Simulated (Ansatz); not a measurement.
**AlGeH5O···HF: density, localisation and related maps**

The calculation's input:

```
crystal:
  periodic: [false, false, false]
  atoms:
    - { symbol: Ge, position_ang: [0.0, 0.0, 0.0] }
    - { symbol: F, position_ang: [0.0, 0.0, 2.03] }
    - { symbol: H, position_ang: [1.4616, 0.0, -0.5162] }
    - { symbol: H, position_ang: [-0.73, 1.2648, -0.5162] }
    - { symbol: H, position_ang: [-0.73, -1.2648, -0.5162] }
    - { symbol: O, position_ang: [-1.9644, 0.0, 0.6527] }
    - { symbol: Al, position_ang: [-3.2781, -0.9643, -0.0632] }
    - { symbol: H, position_ang: [-3.009, -2.4314, -0.5204] }
    - { symbol: H, position_ang: [-4.6987, -0.3425, -0.2335] }
    - { symbol: H, position_ang: [-1.1899, 0.0, 1.7453] }
basis:
  gaussian: { orbitals: def2-SVP }
hamiltonian:
  xc: pbe
  dispersion: d4
relax:
  f_tol: 0.15
  max_steps: 25
  restrain:
    - { distance: [0, 5], at: 1.77, k: 30.0 }
    - { distance: [9, 1], at: 0.92, k: 30.0 }
    - { distance: [0, 1], at: 2.88, k: 30.0 }
    - { distance: [9, 5], at: 2.21, k: 30.0 }
output:
  orbitals: {}
```

Launched as:

```sh
ansatz run input.yaml --threads 4 --pin off --max-ram 5120MiB --backend cpu --events-out ev --progress --plain --runs-dir out
```

The fields are those of the run's last geometry, not of the input's.

Not at a stationary point (largest force 0.6 eV/Å).

Method: Ansatz, RKS PBE-D4/def2-SVP.

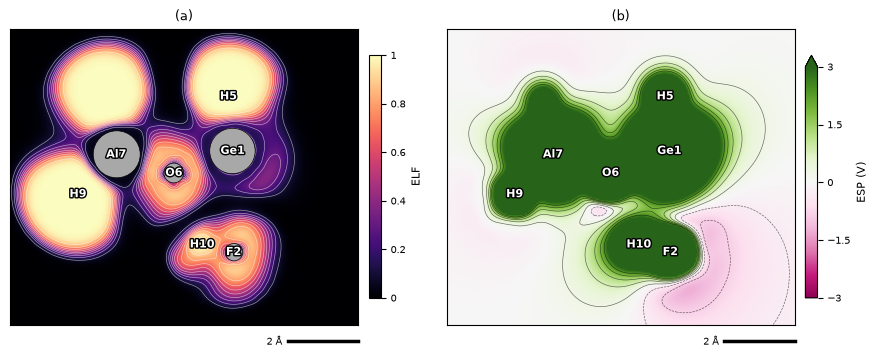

Figure 1. (a) ELF; (b) electrostatic potential on the plane of atoms H5, Ge1 and O6. Grey discs cover the atomic cores in the ELF map.

Question: What do the fields say about this system?

Answer: The plane passes through Ge, F, H, O and Al nuclei. Ge1···F2 (2.89 Å): the ELF dips to about 0.05 between them. Al–O (1.72 Å): the ELF peaks at about 0.85 in the valence shell of O, 0.6 Å from its nucleus, and is about 0.40 at the midpoint. Ge–O (1.79 Å): the ELF peaks at about 0.85 in the valence shell of O, 0.6 Å from its nucleus, and is about 0.30 at the midpoint. F–H (0.93 Å): the ELF climbs to about 1 towards the hydrogen, as it does in any bond to H; a covalent bond by its length. Ge–H (1.56 Å): the ELF climbs to about 1 towards the hydrogen. The ELF also peaks beside F2, away from the bonds: lone-pair regions. Outside the dense part of the complex the potential is most negative (−1.3 V) near F2.

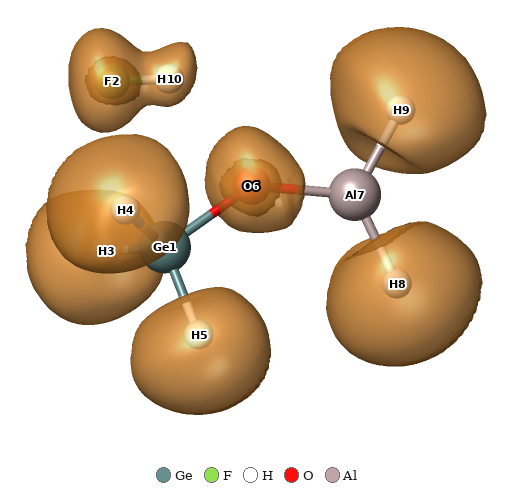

Figure 2. Isosurface of the ELF at 0.75 (orange), seen at a tilt. Core shells and regions of very low density are left out.

Question: What do the ELF domains correspond to?

Answer: At this value the surface marks out five regions around hydrogen nuclei, one region wrapped around O (its valence shell) and one joined region spread over several atoms (F, H), in which their bonds and any lone pairs are merged.

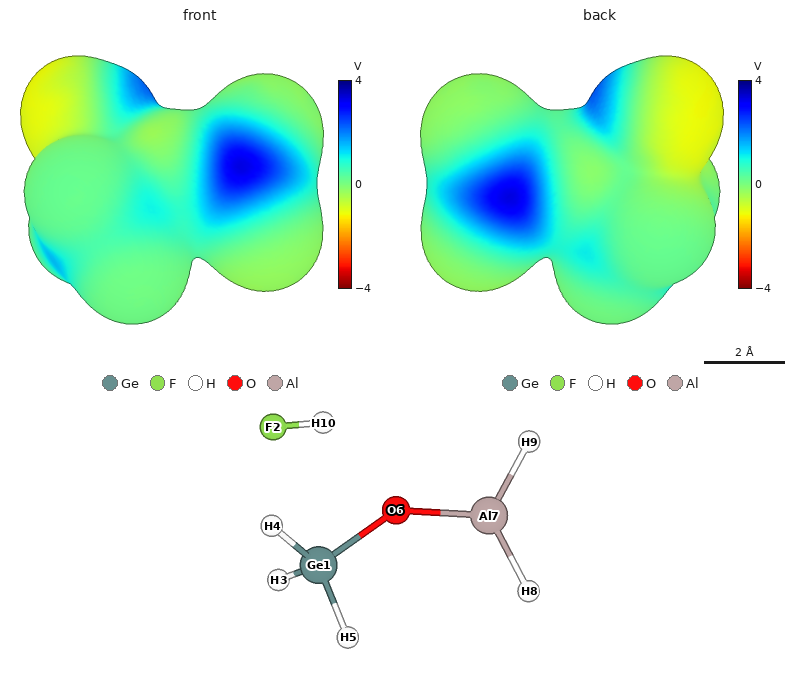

Figure 3. The electrostatic potential painted on the density surface at 0.002 e/bohr³, seen from the front and from behind; red is negative and blue positive. The bare structure is drawn below in the same view.

Question: Describe the electrostatic potential map.

Answer: The most negative region (about −1.1 V) lies over F2, the most positive (about +3.2 V) over Al7.
